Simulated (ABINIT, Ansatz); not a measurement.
# SrCl2 (Fm-3m): zone-centre phonons

Wanted: the vibrations of SrCl2 (Fm-3m) at Γ, by two programs.

Main program and level: ABINIT 10.8.3; DFT LDA, scalar-relativistic, plane waves, PseudoDojo norm-conserving pseudopotentials.

## Step 1: The structure

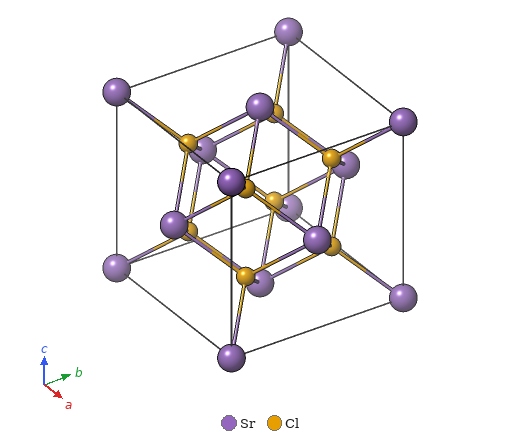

The starting structure, seen from a free direction (strontium purple, chlorine orange). This picture shows the conventional cell, with its axes. Some periodic images of atoms are drawn too.

## Step 2: Relaxation

The harmonic expansion needs vanishing forces, and a free crystal bears no stress, so cell and atoms are brought to rest. Stress is more sensitive to the basis than forces are: the last 3 Ha under the cutoff are smoothed with ecutsm, and the cutoff is raised above that of the later runs.

The starting cell comes from a relaxation made beforehand in Ansatz (LDA, PseudoDojo NC).

relax.abi reads:

```
# relaxation
ionmov 2
optcell 2
dilatmx 1.08
ntime 40
tolmxf 1.0d-05
tolvrs 1.0d-14
prtwf 0
prtden 0
chksymtnons 0

# basis, mesh and filling
ecut 35.0
ecutsm 3.0
ngkpt 6 6 6
nshiftk 1
shiftk 0.0 0.0 0.0
istwfk *1
occopt 1
nband 12
nstep 100
diemac 9.0
prtebands 0
prtgsr 0
useylm 1

# cell and atoms
acell 9.085448502 9.085448502 9.085448502
rprim 
    0.0 0.7071067812 0.7071067812
    0.7071067812 0.0 0.7071067812
    0.7071067812 0.7071067812 0.0
ntypat 2
znucl 38 17
natom 3
typat 1 2 2
xred 
    0.0 0.0 0.0
    0.25 0.25 0.25
    0.75 0.75 0.75
pp_dirpath "./pseudo"
pseudos "Sr.upf, Cl.upf"
```

Run with:

```bash
> OMP_NUM_THREADS=1 mpirun -n 4 abinit relax.abi > relax.log
```

Numbers of over 12 decimals in the logs are rounded to 6 here.

relax.abo, the main output file:

```text
[banners, grids, parts of the stress and lines that vanish by symmetry left out]
- input  file    -> relax.abi
- output file    -> relax.abo
- root for input  files -> relaxi
[...]
Symmetries : space group Fm -3 m (#225); Bravais cF (face-center cubic)
[...]
mpw =        6638          nfft =      157464          nkpt =          16
[...]
== DATASET  1 ==================================================================
[...]
cutoff_energies: {ecut:  35.0, pawecutdg:  -1.0, }
[...]
ETOT  1  -67.319737069849    -6.732E+01 9.270E-02 1.005E+02
 ETOT  2  -67.348867475312    -2.913E-02 5.056E-06 1.860E+01
 ETOT  3  -67.351151113234    -2.284E-03 3.416E-05 2.442E-01
 ETOT  4  -67.351165227462    -1.411E-05 3.077E-07 1.307E-02
 ETOT  5  -67.351165452245    -2.248E-07 8.407E-09 4.946E-04
[...]
At SCF step   11       vres2   =  5.22E-15 < tolvrs=  1.00E-14 =>converged.
[...]
sigma(1 1)=  1.72235327E-07  sigma(3 2)=  0.00000000E+00
  sigma(2 2)=  1.72235327E-07  sigma(3 1)=  0.00000000E+00
  sigma(3 3)=  1.72235327E-07  sigma(2 1)=  0.00000000E+00
[...]
convergence: {deltae: -8.811E-13, res2:  5.222E-15, residm:  4.937E-20, diffor: null, }
etotal    :  -6.73511655E+01
[...]
ETOT  1  -67.351165465507    -6.735E+01 5.635E-14 1.233E-05
[...]
At SCF step    8       vres2   =  1.04E-16 < tolvrs=  1.00E-14 =>converged.
[...]
sigma(1 1)=  1.48993218E-07  sigma(3 2)=  0.00000000E+00
  sigma(2 2)=  1.48993218E-07  sigma(3 1)=  0.00000000E+00
  sigma(3 3)=  1.48993218E-07  sigma(2 1)=  0.00000000E+00
[...]
convergence: {deltae: -2.473E-12, res2:  1.040E-16, residm:  1.200E-20, diffor: null, }
etotal    :  -6.73511655E+01
[...]
ETOT  1  -67.351165444982    -6.735E+01 5.770E-12 5.067E-04
[...]
ETOT  7  -67.351165469980    -2.728E-12 5.732E-17 7.915E-13
 ETOT  8  -67.351165469977     3.055E-12 4.864E-19 3.778E-15
 At SCF step    8       vres2   =  3.78E-15 < tolvrs=  1.00E-14 =>converged.
[...]
sigma(1 1)= -6.16872612E-12  sigma(3 2)=  0.00000000E+00
  sigma(2 2)= -6.16872612E-12  sigma(3 1)=  0.00000000E+00
  sigma(3 3)= -6.16872482E-12  sigma(2 1)=  0.00000000E+00
[...]
convergence: {deltae:  3.055E-12, res2:  3.778E-15, residm:  4.864E-19, diffor: null, }
etotal    :  -6.73511655E+01
[...]
At Broyd/MD step   3, gradients are converged :
[...]
sigma(1 1)= -6.16872612E-12  sigma(3 2)=  0.00000000E+00
  sigma(2 2)= -6.16872612E-12  sigma(3 1)=  0.00000000E+00
  sigma(3 3)= -6.16872482E-12  sigma(2 1)=  0.00000000E+00
[...]
- sigma(1 1)= -1.81490188E-07  sigma(3 2)=  0.00000000E+00
- sigma(2 2)= -1.81490188E-07  sigma(3 1)=  0.00000000E+00
- sigma(3 3)= -1.81490150E-07  sigma(2 1)=  0.00000000E+00
[...]
fcart      7.8453265218E-32 -5.7987196031E-32 -2.3877080719E-32
           strten     -6.1687261202E-12 -6.1687261202E-12 -6.1687248191E-12
================================================================================

[key lines of the parts left out:]
pressure_GPa:   1.8149E-07
Total energy (etotal) [Ha]= -6.73511654699772E+01
```

Elapsed: 83 s, on 4 MPI ranks of Intel Xeon at 2.70GHz, shared host.

Little changed from the start: no atom moved by 0.005 Å and no cell edge by 0.1 %.

Read from the output:

```
volume per atom : 26.19 Å³
pressure        : 1.81e-7 GPa
```

## Step 3: Self-consistent run for the response

First-order wavefunctions inherit every error of the ground state, hence the very tight tolvrs. The mesh is shifted off Γ, since shifted meshes converge sums over the zone faster.

gs.abi reads:

```
# ground state
tolvrs 1.0d-16
prtden 1
prtwf 1

# basis, mesh and filling
ecut 28.0
ngkpt 4 4 4
nshiftk 4
shiftk 
    0.5 0.5 0.5
    0.5 0.0 0.0
    0.0 0.5 0.0
    0.0 0.0 0.5
istwfk *1
occopt 1
nband 12
nstep 100
diemac 9.0
prtebands 0
prtgsr 0
useylm 1

# cell and atoms
acell 9.085100651 9.085100651 9.085100651
rprim 
    0.0 0.7071067812 0.7071067812
    0.7071067812 0.0 0.7071067812
    0.7071067812 0.7071067812 0.0
ntypat 2
znucl 38 17
natom 3
typat 1 2 2
xred 
    0.0 0.0 0.0
    0.25 0.25 0.25
    0.75 0.75 0.75
pp_dirpath "./pseudo"
pseudos "Sr.upf, Cl.upf"
```

Run with:

```bash
> OMP_NUM_THREADS=1 mpirun -n 4 abinit gs.abi > gs.log
```

gs.abo, the main output file:

```text
[banners, grids, parts of the stress and lines that vanish by symmetry left out]
- input  file    -> gs.abi
- output file    -> gs.abo
- root for input  files -> gsi
[...]
Symmetries : space group Fm -3 m (#225); Bravais cF (face-center cubic)
[...]
mpw =        3760          nfft =       91125          nkpt =          10
[...]
== DATASET  1 ==================================================================
[...]
cutoff_energies: {ecut:  28.0, pawecutdg:  -1.0, }
[...]
ETOT  1  -67.327616684938    -6.733E+01 2.243E-02 6.172E+01
 ETOT  2  -67.347959031701    -2.034E-02 8.735E-07 1.304E+01
 ETOT  3  -67.350735984856    -2.777E-03 3.752E-05 1.112E-01
 ETOT  4  -67.350745101448    -9.117E-06 1.641E-07 8.193E-03
 ETOT  5  -67.350745435033    -3.336E-07 2.595E-09 3.269E-04
[...]
ETOT 10  -67.350745453203     6.523E-12 3.287E-18 2.899E-14
 ETOT 11  -67.350745453209    -6.565E-12 9.729E-20 9.274E-17
 At SCF step   11       vres2   =  9.27E-17 < tolvrs=  1.00E-16 =>converged.
[...]
sigma(1 1)=  8.29867522E-06  sigma(3 2)=  0.00000000E+00
  sigma(2 2)=  8.29867522E-06  sigma(3 1)=  0.00000000E+00
  sigma(3 3)=  8.29867522E-06  sigma(2 1)=  0.00000000E+00
[...]
convergence: {deltae: -6.565E-12, res2:  9.274E-17, residm:  9.729E-20, diffor: null, }
etotal    :  -6.73507455E+01
[...]
sigma(1 1)=  8.29867522E-06  sigma(3 2)=  0.00000000E+00
  sigma(2 2)=  8.29867522E-06  sigma(3 1)=  0.00000000E+00
  sigma(3 3)=  8.29867522E-06  sigma(2 1)=  0.00000000E+00
[...]
- sigma(1 1)=  2.44155455E-01  sigma(3 2)=  0.00000000E+00
- sigma(2 2)=  2.44155455E-01  sigma(3 1)=  0.00000000E+00
- sigma(3 3)=  2.44155455E-01  sigma(2 1)=  0.00000000E+00
[...]
fcart     -0.0000000000E+00 -0.0000000000E+00 -0.0000000000E+00
           strten      8.2986752244E-06  8.2986752244E-06  8.2986752244E-06
================================================================================

[key lines of the parts left out:]
pressure_GPa:  -2.4416E-01
```

Wall time 15 s (4 MPI ranks).

Read from the output:

```yaml
pressure: -0.2442 GPa
```

The cell stands at -0.24 GPa: the relaxation ran with a smoothed and higher cutoff and on another k mesh.

## Step 4: Empty bands

Empty bands on the ground state's density check that the gap assumed so far is there in this cell.

gap.abi reads:

```
# empty bands on the ground state's density
iscf -2
getden_filepath "gso_DEN"
tolwfr 1.0d-12
nbdbuf 2
prtwf 0

# basis, mesh and filling
ecut 28.0
ngkpt 6 6 6
nshiftk 1
shiftk 0.0 0.0 0.0
istwfk *1
occopt 1
nband 16
nstep 100
diemac 9.0
prtebands 0
prtgsr 0
useylm 1

# cell and atoms
acell 9.085100651 9.085100651 9.085100651
rprim 
    0.0 0.7071067812 0.7071067812
    0.7071067812 0.0 0.7071067812
    0.7071067812 0.7071067812 0.0
ntypat 2
znucl 38 17
natom 3
typat 1 2 2
xred 
    0.0 0.0 0.0
    0.25 0.25 0.25
    0.75 0.75 0.75
pp_dirpath "./pseudo"
pseudos "Sr.upf, Cl.upf"
```

Run with:

```bash
> OMP_NUM_THREADS=1 mpirun -n 4 abinit gap.abi > gap.log
```

gap.abo, the main output file:

```text
[banners, grids, parts of the stress and lines that vanish by symmetry left out]
- input  file    -> gap.abi
- output file    -> gap.abo
- root for input  files -> gapi
[...]
Symmetries : space group Fm -3 m (#225); Bravais cF (face-center cubic)
[...]
mpw =        3812          nfft =       91125          nkpt =          16
[...]
== DATASET  1 ==================================================================
[...]
cutoff_energies: {ecut:  28.0, pawecutdg:  -1.0, }
[...]
-outvars: echo values of variables after computation
            acell      9.0851006510E+00  9.0851006510E+00  9.0851006510E+00 Bohr
================================================================================
```

Wall time 14 s (4 MPI ranks).

Numbers from this step:

```
gap on the k-mesh : 5.103 eV
```

In this cell the gap on the mesh is 5.1 eV, direct, so fixed occupations hold.

## Step 5: Zone-centre response

The derivative of the wavefunctions by k comes first, since the response to a field is built on it; then the field and the displacements that symmetry doesn't supply are solved at q = 0.

It reads the wavefunctions written in step 3.

dfpt_gamma.abi reads:

```
ndtset 2

# common to the responses
getwfk_filepath "gso_WFK"
kptopt 2
nqpt 1
qpt 0.0 0.0 0.0
asr 0
chneut 0

# d/dk
rfelfd1 2
rfdir1 1 1 1
iscf1 -3
tolwfr1 1.0d-20

# displacements, field
rfphon2 1
rfatpol2 1 3
rfdir2 1 1 1
rfelfd2 3
getddk2 1
tolvrs2 1.0d-10
prtwf2 0

# basis, mesh and filling
ecut 28.0
ngkpt 4 4 4
nshiftk 4
shiftk 
    0.5 0.5 0.5
    0.5 0.0 0.0
    0.0 0.5 0.0
    0.0 0.0 0.5
istwfk *1
occopt 1
nband 12
nstep 100
diemac 9.0
prtebands 0
prtgsr 0
useylm 1

# cell and atoms
acell 9.085100651 9.085100651 9.085100651
rprim 
    0.0 0.7071067812 0.7071067812
    0.7071067812 0.0 0.7071067812
    0.7071067812 0.7071067812 0.0
ntypat 2
znucl 38 17
natom 3
typat 1 2 2
xred 
    0.0 0.0 0.0
    0.25 0.25 0.25
    0.75 0.75 0.75
pp_dirpath "./pseudo"
pseudos "Sr.upf, Cl.upf"
```

Run with:

```bash
> OMP_NUM_THREADS=1 mpirun -n 4 abinit dfpt_gamma.abi > dfpt_gamma.log
```

dfpt_gamma.abo, the main output file:

```text
[banners, grids, parts of the stress and lines that vanish by symmetry left out]
- input  file    -> dfpt_gamma.abi
- output file    -> dfpt_gamma.abo
- root for input  files -> dfpt_gammai
[...]
DATASET    1 : space group Fm -3 m (#225); Bravais cF (face-center cubic)
[...]
nfft =       91125          nkpt =         128
[...]
DATASET    2 : space group Fm -3 m (#225); Bravais cF (face-center cubic)
[...]
nfft =       91125          nkpt =         128
[...]
== DATASET  1 ==================================================================
[...]
cutoff_energies: {ecut:  28.0, pawecutdg:  -1.0, }
[...]
- 17.00000   7.00000  180309                  znucl, zion, pspdat
[...]
Perturbation : derivative vs k along direction   1
[...]
-ETOT  1  -16.396782461095     -1.640E+01 5.392E-02 0.000E+00
 ETOT  2  -16.427009744651     -3.023E-02 1.876E-04 0.000E+00
 ETOT  3  -16.427128091805     -1.183E-04 1.166E-06 0.000E+00
 ETOT  4  -16.427128727306     -6.355E-07 8.141E-09 0.000E+00
 ETOT  5  -16.427128731155     -3.849E-09 9.904E-11 0.000E+00
[...]
At SCF step   10   max residual=  9.99E-21 < tolwfr=  1.00E-20 =>converged.
[...]
Perturbation : derivative vs k along direction   2
[...]
-ETOT  1  -16.396782460844     -1.640E+01 5.392E-02 0.000E+00
[...]
At SCF step   10   max residual=  9.95E-21 < tolwfr=  1.00E-20 =>converged.
[...]
Perturbation : derivative vs k along direction   3
[...]
-ETOT  1  -16.396782460593     -1.640E+01 5.392E-02 0.000E+00
[...]
At SCF step   10   max residual=  9.99E-21 < tolwfr=  1.00E-20 =>converged.
[...]
1        1       1.3476945738   -0.0000000000
     1        2       0.6738472869   -0.0000000000
     1        3       0.6738472869   -0.0000000000
     2        1       0.6738472869   -0.0000000000
     2        2       1.3476945738    0.0000000000
     2        3       0.6738472869    0.0000000000
     3        1       0.6738472869   -0.0000000000
     3        2       0.6738472869    0.0000000000
     3        3       1.3476945738    0.0000000000
[...]
== DATASET  2 ==================================================================
[...]
cutoff_energies: {ecut:  28.0, pawecutdg:  -1.0, }
[...]
Perturbation : displacement of atom   1   along direction   1
[...]
-ETOT  1   4.525377     -2.054E+03 1.017E+01 6.548E+02
[...]
At SCF step   10       vres2   =  1.58E-11 < tolvrs=  1.00E-10 =>converged.
[...]
Perturbation : displacement of atom   2   along direction   1
[...]
-ETOT  1   3.864280     -1.021E+03 1.262E+00 2.070E+03
[...]
At SCF step   11       vres2   =  1.43E-11 < tolvrs=  1.00E-10 =>converged.
[...]
Perturbation : homogeneous electric field along direction   1
[...]
-ETOT  1  -54.819255234234     -5.482E+01 4.544E-01 2.459E+04
[...]
ETOT 10  -64.440741115951     -7.475E-12 2.088E-14 9.466E-10
 ETOT 11  -64.440741115951     -2.842E-13 7.909E-16 1.878E-11
 At SCF step   11       vres2   =  1.88E-11 < tolvrs=  1.00E-10 =>converged.
[...]
Dielectric tensor, in cartesian coordinates,
[...]
1    5   1    5         3.1286519151        -0.0000000000
   1    5   2    5        -0.0000000000        -0.0000000000
   1    5   3    5        -0.0000000000        -0.0000000000
   2    5   1    5        -0.0000000000        -0.0000000000
   2    5   2    5         3.1286519151        -0.0000000000
   2    5   3    5        -0.0000000000        -0.0000000000
   3    5   1    5        -0.0000000000        -0.0000000000
   3    5   2    5        -0.0000000000        -0.0000000000
   3    5   3    5         3.1286519151        -0.0000000000
  Effective charges, in cartesian coordinates,
[...]
1    1   1    5         2.4882563088         0.0000000000
   2    1   1    5         0.0000000000         0.0000000000
   3    1   1    5        -0.0000000000         0.0000000000
   1    2   1    5        -1.2436752597         0.0000000000
   2    2   1    5         0.0000000000         0.0000000000
[...]
Effective charges, in cartesian coordinates,
[...]
2    5   1    3         0.0000000000         0.0000000000
   3    5   1    3         0.0000000000         0.0000000000
   1    5   2    3         0.0000000000         0.0000000000
   2    5   2    3        -1.2436752246         0.0000000000
   3    5   2    3         0.0000000000         0.0000000000
   1    5   3    3         0.0000000000         0.0000000000
   2    5   3    3         0.0000000000         0.0000000000
   3    5   3    3        -1.2436752246         0.0000000000
  Phonon wavevector (reduced coordinates) :  0.00000  0.00000  0.00000
 Phonon energies in Hartree :
[...]
Phonon frequencies in cm-1    :
-  2.743697E-01  2.743699E-01  2.743706E-01  1.553950E+02  1.553950E+02
-  1.553950E+02  1.915818E+02  1.915818E+02  1.915818E+02
  Phonon at Gamma, with non-analyticity in the
[...]
Phonon energies in Hartree :
[...]
Phonon frequencies in cm-1    :
-  2.743697E-01  2.743699E-01  2.751843E-01  1.553950E+02  1.553950E+02
-  1.915818E+02  1.915818E+02  1.915818E+02  2.361296E+02
  Phonon at Gamma, with non-analyticity in the
[...]
Phonon energies in Hartree :
[...]
Phonon frequencies in cm-1    :
-  2.743697E-01  2.743706E-01  2.751836E-01  1.553950E+02  1.553950E+02
-  1.915818E+02  1.915818E+02  1.915818E+02  2.361296E+02
  Phonon at Gamma, with non-analyticity in the
[...]
Phonon energies in Hartree :
[...]
Phonon frequencies in cm-1    :
-  2.743699E-01  2.743706E-01  2.751833E-01  1.553950E+02  1.553950E+02
-  1.915818E+02  1.915818E+02  1.915818E+02  2.361296E+02
[...]
fcart2     0.0000000000E+00  0.0000000000E+00  0.0000000000E+00
           strten2     0.0000000000E+00  0.0000000000E+00  0.0000000000E+00
================================================================================
```

Elapsed: 7.4 min, on 4 MPI ranks; 29 min of CPU time.

Read from the output:

```yaml
miss_of_the_charge_sum_rule: 9.06e-4 e
largest_acoustic_frequency_at_the_zone_centre_before_the_sum_rule: 0.27 cm⁻¹
highest_optical_zone_centre_mode_no_lo_to_term: 191.6 cm⁻¹
lowest_optical_zone_centre_mode: 155.4 cm⁻¹
mean_high_frequency_dielectric_constant: 3.129
largest_born_charge_in_size_third_of_the_trace: 2.488 e
```

Born charge (rows field, columns displacement), before the sum rule (e), principal values of the symmetric part by kind of site:

```
atom  atoms with these values    low  middle   high   mean
 Sr1                        1   2.49    2.49   2.49   2.49
 Cl2                        2  -1.24   -1.24  -1.24  -1.24
```

In full for Cl2:

```
-1.24  0.00  0.00
 0.00 -1.24  0.00
 0.00  0.00 -1.24
```

High-frequency dielectric tensor:

```
3.13 0.00 0.00
0.00 3.13 0.00
0.00 0.00 3.13
```

The acoustic modes at Γ come out as far as 0.3 cm⁻¹ from zero, where they should vanish, a small numerical error; the Born charges miss their sum rule by 9.1e-4 e, which is good.

(Part 1 of 3 ends here.)

[Host names and launcher messages were left out of these logs when they were recorded.]

[Logs are printed without paths, hosts, clocks, repeated set-up lines and the standing remarks that a program may print on its own settings, such as how far it seeks lower states.]

[Hosts, paths, dates, database ids (printed as entryN), source tags and the programs' standing remarks are cut or masked in the printed files.]
